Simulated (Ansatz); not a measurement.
## HfO2 (Fm-3m): relaxing the cell for a phonon run

Aim: bring HfO2 (Fm-3m) to small forces and stress, as phonons need.

Program: Ansatz 0.2.0. Level of theory: DFT LDA, scalar-relativistic, plane waves, PAW; PAW set soft_1. Results are calculated unless marked as measured.

**1. Set-up**

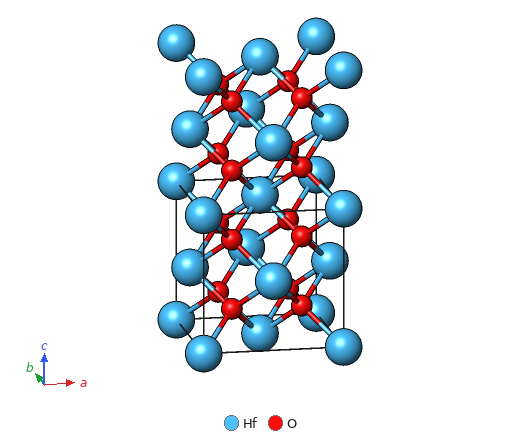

The cell as given, slightly off an axis (hafnium blue, oxygen red). 1×1×2 cells are drawn. This picture shows the conventional cell, with its axes. Some periodic images of atoms are drawn too.

**2. A coarse first look**

First a cheap look: the gap decides the mesh and the occupations, the pressure tells how far the cell has to move.

File input.yaml:

```yaml
crystal:
  lattice:
    - [0.0, 2.5575, 2.5575]
    - [2.5575, 0.0, 2.5575]
    - [2.5575, 2.5575, 0.0]
  atoms:
    - { symbol: Hf, position: [0.0, 0.0, 0.0] }
    - { symbol: O, position: [0.25, 0.25, 0.25] }
    - { symbol: O, position: [0.75, 0.75, 0.75] }
kpoints:
  mp_grid: { grid: [6, 6, 6] }
hamiltonian:
  xc: lda
  pseudopotentials: { kind: paw, azcp: { folder: soft_1 }, xc_functional: pbe }
scf:
  occupations: { method: gaussian, width: 0.1 }
output:
  forces: true
  stress: true
  eigenvalues: true
```

Launch:

```console
ansatz run input.yaml --threads 4 --pin off --max-ram 10240MiB --backend cpu --events-out ev --progress --plain --runs-dir out
```

Numbers of over 12 decimals in the logs are rounded to 6 here.

Log:

```text
Engine: ansatz 0.2.0, aarch64-unknown-linux-gnu
Pseudopotentials: kind: paw
Pseudopotential: Hf, paw, valence charge 26, recommended cutoff 420 eV (normal), soft_1/Hf.paw.azcp
Pseudopotential: O, paw, valence charge 6, recommended cutoff 420 eV (normal), soft_1/O.paw.azcp
Functional definition: SPW92
  exchange = slater_x
  correlation = pw_c
Crystal: 3 atoms, lattice volume = 33.456 Å³
[...]
--- Band table (eV; the first three rows and the last of 16) ---
  k-point 0: bands = [... 15 lower, 8.6330, 13.3097, 13.3097, 13.3097, 17.5526, 17.5526, 19.3268, 23.9601]
  k-point 1: bands = [... 15 lower, 9.3413, 12.5516, 12.8496, 12.8496, 17.9945, 17.9945, 20.2770, 22.9405]
  k-point 2: bands = [... 15 lower, 10.6485, 11.3619, 12.2527, 12.2527, 18.3420, 18.3420, 20.4778, 23.0453]
  k-point 15: bands = [... 15 lower, 10.9078, 11.8454, 12.4609, 13.7738, 18.1046, 18.9693, 20.4467, 21.1055]
[key lines of the parts left out:]
SCF converged after 8 iterations
Free energy (F): -16593.501882 eV
Fermi energy:    15.675086 eV
P = ⅓ Tr σ = -16.4590 GPa (-164.590 kbar)
```

Run time: 0.55 s. Hardware: 4 threads of Arm Neoverse V2, shared host; peak memory 0.28 GiB.

A gap read on the k-mesh alone can miss the band edges.

Numbers from this step:

| Quantity | Value |
| --- | --- |
| pressure | -16.46 GPa |
| gap on the k-mesh | 3.506 eV |
| volume per atom | 11.15 Å³ |
| direct gap on mesh | 3.506 eV |

The coarse mesh shows a gap of 3.51 eV and a pressure of -16.5 GPa.

**3. Coarse relaxation**

A rough relaxation comes first, because large forces or stress need no tight tolerances yet.

input.yaml: that of step 2 with these lines changed.

```diff
@@ -20 +20,6 @@
   eigenvalues: true
+relax:
+  adjacent_minimum: "off"
+  f_tol: 0.05
+  max_steps: 80
+  cell: { stress_tol: 0.5 }
```

Log:

```text
[...]
Crystal: 3 atoms, lattice volume = 33.456 Å³
Basis set: ecut = 420 eV, 645 PW (Γ)
Bands: 23, of which v1, the nominal top of the filled ones, is band 19 counted from 1 (18 counted from 0)
Symmetry: 48 space group operations
[...]
k-points: 16 of 216
[...]
F+E_penalty+E_count = -16593.62036798 eV   max|allowed force component| = 1.022e-17 eV/Å   (the final SCF, on the basis selected at the relaxed cell)
  cell:  # Å, volume = 31.3312 Å³
    - [0, 2.502162, 2.502162]
    - [2.502162, 0, 2.502162]
    - [2.502162, 2.502162, 0]
  atoms:
    - { symbol: Hf, position: [0, 0, 0] }
    - { symbol: O, position: [0.250000, 0.250000, 0.250000] }
    - { symbol: O, position: [0.750000, 0.750000, 0.750000] }
[key lines of the parts left out:]
SCF converged after 5 iterations
Free energy (F): -16593.620368 eV
Fermi energy:    17.022478 eV
P = ⅓ Tr σ = -0.4324 GPa (-4.324 kbar)
```

It took 1.5 s on 4 threads; peak memory 0.29 GiB; 4.2 s of CPU time.

Step by step:

```
step  energy less that of the first step (eV)  largest force component (eV/Å)  pressure (GPa)  volume (Å³)
   1                                   0.0000                          0.0000          -16.46        33.46
   2                                  -0.1203                          0.0000            5.06        30.80
   3                                  -0.1255                          0.0000           -0.50        31.38
   4                                  -0.1258                          0.0000           -0.01        31.33
  5*                                  -0.1185                          0.0000           -0.43        31.33
```

Relaxation steps marked * repeat the geometry before them on a plane-wave basis chosen anew for their cell, so energy and pressure can jump there.

The run keeps the 48 symmetry operations that it works with, so distortions that break them were not tested.

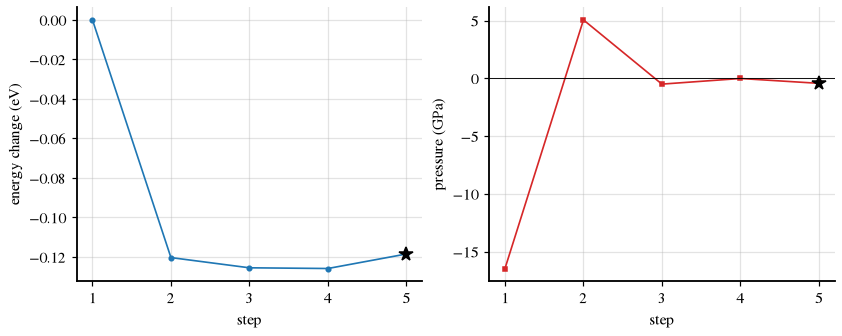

Energy and pressure along the relaxation. Stars mark steps on a basis chosen anew.

| conventional cell, symmetrised | before | after | change |
| --- | --- | --- | --- |
| a (Å) | 5.115 | 5.004 | -2.2 % |
| b (Å) | 5.115 | 5.004 | -2.2 % |
| c (Å) | 5.115 | 5.004 | -2.2 % |
| volume (Å³/atom) | 11.15 | 10.44 | -6.4 % |

Final coordinates:

```xyz
3
Lattice="0.0000 2.5022 2.5022 2.5022 0.0000 2.5022 2.5022 2.5022 0.0000" Properties=species:S:1:pos:R:3 pbc="T T T"
Hf    0.0000    0.0000    0.0000
O     1.2511    1.2511    1.2511
O     3.7532    3.7532    3.7532
```

Numbers from this step:

```
pressure           : -0.4324 GPa
gap on the k-mesh  : 3.658 eV
volume per atom    : 10.44 Å³
direct gap on mesh : 3.658 eV
```

In this step the volume went from 11.15 to 10.44 Å³/atom.

**4. Relaxation**

The cell and atoms are relaxed, since residual forces and stress would shift the frequencies.

input.yaml, the sections that differ from step 3:

```yaml
crystal:
  lattice:
    - [0.0, 2.502162497, 2.502162497]
    - [2.502162497, 0.0, 2.502162497]
    - [2.502162497, 2.502162497, 0.0]
  atoms:
    - { symbol: Hf, position: [0.0, 0.0, 0.0] }
    - { symbol: O, position: [0.25, 0.25, 0.25] }
    - { symbol: O, position: [0.75, 0.75, 0.75] }
kpoints:
  mp_grid: { grid: [8, 8, 8] }
scf:
  occupations: { method: gaussian, width: 0.02 }
relax:
  adjacent_minimum: "off"
  f_tol: 0.005
  max_steps: 80
  cell: { stress_tol: 0.05 }
# hamiltonian, output: as in step 3
```

Log:

```text
[...]
Crystal: 3 atoms, lattice volume = 31.331 Å³
Basis set: ecut = 420 eV, 609 PW (Γ)
Bands: 23, of which v1, the nominal top of the filled ones, is band 19 counted from 1 (18 counted from 0)
[... 1 set-up line as in the run before ...]
[...]
k-points: 29 of 512
[...]
SCF iter   1: F=—  HF=-16594.311328 eV  |F-HF|=—  |Δ(HF+E_count)|=         —  Δρ=9.06e-2  dr2=1.96e0  ethr=3.10e-3  ⟨swp⟩=5.0  Hψ=2569  notcnv=0
[...]
SCF iter   8: F=-16593.620221 eV  HF=-16593.620221 eV  |F-HF|=1.77e-9  |Δ(HF+E_count)|=   2.95e-9  Δρ=2.74e-6  dr2=1.26e-9  ethr=1.28e-10  ⟨swp⟩=3.2  Hψ=2812  notcnv=0
SCF 1 converged in 8 iterations: F = -16593.620221 eV  dr2 = 1.26e-9
[...]
relax step   1: F+E_penalty+E_count = -16593.62022112 eV  Δ(F+E_penalty+E_count) = +0.000e0 eV  max|allowed force component| = 2.409e-18 eV/Å  Δτ_max = 0.0000 Å  P = -0.437 GPa  Ω = 31.331 Å³  (8 SCF iters, dr2 threshold 1.00e-7 eV, accepted)
Crystal: 3 atoms, lattice volume = 31.277 Å³
[...]
SCF iter   4: F=-16593.620564 eV  HF=-16593.620564 eV  |F-HF|=2.91e-8  |Δ(HF+E_count)|=   2.03e-7  Δρ=9.71e-6  dr2=2.51e-8  ethr=7.89e-10  ⟨swp⟩=5.7  Hψ=3033  notcnv=0
SCF 2 converged in 4 iterations: F = -16593.620564 eV  dr2 = 2.51e-8
relax step   2: F+E_penalty+E_count = -16593.62056423 eV  Δ(F+E_penalty+E_count) = -3.431e-4 eV  max|allowed force component| = 1.301e-17 eV/Å  Δτ_max = 0.0000 Å  P = +0.067 GPa  Ω = 31.277 Å³  energy of the carried Pulay correction = +2.803e-4 eV  (4 SCF iters, dr2 threshold 3.00e-7 eV, accepted)
Crystal: 3 atoms, lattice volume = 31.284 Å³
[...]
SCF iter   3: F=-16593.620528 eV  HF=-16593.620528 eV  |F-HF|=7.91e-9  |Δ(HF+E_count)|=   1.85e-8  Δρ=6.27e-6  dr2=8.28e-9  ethr=2.98e-11  ⟨swp⟩=4.0  Hψ=3194  notcnv=0
SCF 3 converged in 3 iterations: F = -16593.620528 eV  dr2 = 8.28e-9
relax step   3: F+E_penalty+E_count = -16593.62052839 eV  Δ(F+E_penalty+E_count) = +3.584e-5 eV  max|allowed force component| = 1.041e-17 eV/Å  Δτ_max = 0.0000 Å  P = +0.001 GPa  Ω = 31.284 Å³  energy of the carried Pulay correction = +2.429e-4 eV  (3 SCF iters, dr2 threshold 1.13e-8 eV, accepted)
[...]
SCF iter   5: F=-16593.620049 eV  HF=-16593.620049 eV  |F-HF|=7.28e-12  |Δ(HF+E_count)|=  2.91e-11  Δρ=7.18e-7  dr2=2.69e-11  ethr=1.00e-12  ⟨swp⟩=5.5  Hψ=4199  notcnv=0
SCF 4 converged in 5 iterations: F = -16593.620049 eV  dr2 = 2.69e-11
relax step   4: F+E_penalty+E_count = -16593.62004869 eV  Δ(F+E_penalty+E_count) = +4.797e-4 eV  max|allowed force component| = 9.252e-18 eV/Å  Δτ_max = 0.0000 Å  P = -0.013 GPa  Ω = 31.284 Å³  stress off target by 1.26e-2 GPa  SCF on the basis re-selected at this cell (its energy is not comparable with the rows above)  (5 SCF iters)
[...]
SCF converged after 5 iterations
Free energy (F): -16593.620049 eV
[...]
Internal energy: -16593.620049 eV  (E = F + TS)
E sigma→0 (E₀):  -16593.620049 eV
Fermi energy:    17.054184 eV
[...]
--- Stress (GPa, compression-positive) ---
       -0.012580      -0.000000      -0.000000
       -0.000000      -0.012580      -0.000000
       -0.000000       0.000000      -0.012580
  P = ⅓ Tr σ = -0.0126 GPa (-0.126 kbar)
--- Band table (eV; the first three rows and the last of 29) ---
  k-point 0: bands = [... 15 lower, 9.4984, 14.5752, 14.5752, 14.5752, 18.9876, 18.9876, 21.1473, 26.0852]
  k-point 1: bands = [... 15 lower, 9.9824, 14.1077, 14.2593, 14.2593, 19.3134, 19.3134, 21.7484, 25.3051]
  k-point 2: bands = [... 15 lower, 11.0670, 13.1678, 13.7055, 13.7055, 19.7901, 19.7901, 22.3344, 24.7311]
  k-point 28: bands = [... 15 lower, 12.5098, 12.5098, 13.6786, 14.9985, 20.0072, 20.3672, 22.5849, 22.5849]
--- Relaxed structure (3 steps of the walk, 3 accepted, 1 SCFs on fresh bases) ---
[...]
cell:  # Å, volume = 31.2840 Å³
    - [0, 2.500908, 2.500908]
    - [2.500908, 0, 2.500908]
    - [2.500908, 2.500908, 0]
  atoms:
    - { symbol: Hf, position: [0, 0, 0] }
    - { symbol: O, position: [0.25, 0.25, 0.25] }
    - { symbol: O, position: [0.75, 0.75, 0.75] }
```

Wall time 1.5 s (4 threads); peak memory 0.31 GiB; 4.7 s of CPU time.

Little changed from the start: no atom moved by 0.005 Å and no cell edge by 0.1 %.

Numbers from this step:

| Property | Result |
| --- | --- |
| pressure | -0.01258 GPa |
| gap on the k-mesh | 3.661 eV |
| volume per atom | 10.43 Å³ |
| direct gap on mesh | 3.661 eV |

In this step the volume went from 10.44 to 10.43 Å³/atom.

**5. Relaxing to small forces for the phonons**

Phonons need a cell at rest on their own settings, so the relaxation is repeated with tight tolerances on forces and stress on the k mesh and occupations of the first response run.

input.yaml, the sections that differ from step 4:

```yaml
crystal:
  lattice:
    - [0.0, 2.5009076289, 2.5009076289]
    - [2.5009076289, 0.0, 2.5009076289]
    - [2.5009076289, 2.5009076289, 0.0]
  atoms:
    - { symbol: Hf, position: [0.0, 0.0, 0.0] }
    - { symbol: O, position: [0.25, 0.25, 0.25] }
    - { symbol: O, position: [0.75, 0.75, 0.75] }
scf:
  occupations: { method: fixed }
relax:
  adjacent_minimum: "off"
  f_tol: 0.001
  max_steps: 60
  cell: { stress_tol: 0.01 }
# kpoints, hamiltonian, output: as in step 4
```

Log:

```text
[...]
Crystal: 3 atoms, lattice volume = 31.284 Å³
Basis set: ecut = 420 eV, 609 PW (Γ)
Bands: 23, of which v1, the nominal top of the filled ones, is band 19 counted from 1 (18 counted from 0)
[... 1 set-up line as in the run before ...]
[...]
k-points: 29 of 512
[...]
k-point 28: bands = [... 15 lower, 12.5106, 12.5106, 13.6795, 14.9995, 20.0084, 20.3684, 22.5864, 22.5864]
--- Relaxed structure (2 steps of the walk, 2 accepted, 1 SCFs on fresh bases) ---
[...]
cell:  # Å, volume = 31.2825 Å³
    - [0.0, 2.500866, 2.500866]
    - [2.500866, 0, 2.500866]
    - [2.500866, 2.500866, 0]
  atoms:
    - { symbol: Hf, position: [0, 0, 0] }
    - { symbol: O, position: [0.25, 0.25, 0.25] }
    - { symbol: O, position: [0.750000, 0.750000, 0.750000] }
[key lines of the parts left out:]
SCF converged after 5 iterations
Free energy (F): -16593.620057 eV
Fermi energy:    15.224507 eV
P = ⅓ Tr σ = 0.0014 GPa (0.014 kbar)
```

It took 1.2 s on 4 threads; peak memory 0.3 GiB.

Little changed from the start: no atom moved by 0.005 Å and no cell edge by 0.1 %.

Numbers from this step:

- pressure: 0.001428 GPa

The forces vanish by symmetry and the pressure is 0.001 GPa, within the tolerances set. The cell now holds 10.43 Å³/atom.

**6. What came out**

```
space group after relaxation (within 0.01 Å) : Fm-3m
lattice constant a                           : 5.002 Å
lattice constant b                           : 5.002 Å
lattice constant c                           : 5.002 Å
volume per atom                              : 10.4 Å³
gap on the k-mesh                            : 3.66 eV
```

In words: The forces vanish by symmetry and the pressure is 0.001 GPa, within the tolerances set. The cell now holds 10.43 Å³/atom. The relaxation keeps the symmetry of its start, so it says nothing on stability against lower symmetry. Spin-orbit coupling is left out, which can matter for the heavy elements here. The PAW files were made for PBE and serve the other functionals too.

[Logs are printed without paths, hosts, clocks, repeated set-up lines and the standing remarks that a program may print on its own settings, such as how far it seeks lower states.]

[Hosts, paths, dates, database ids (printed as entryN), source tags and the programs' standing remarks are cut or masked in the printed files.]
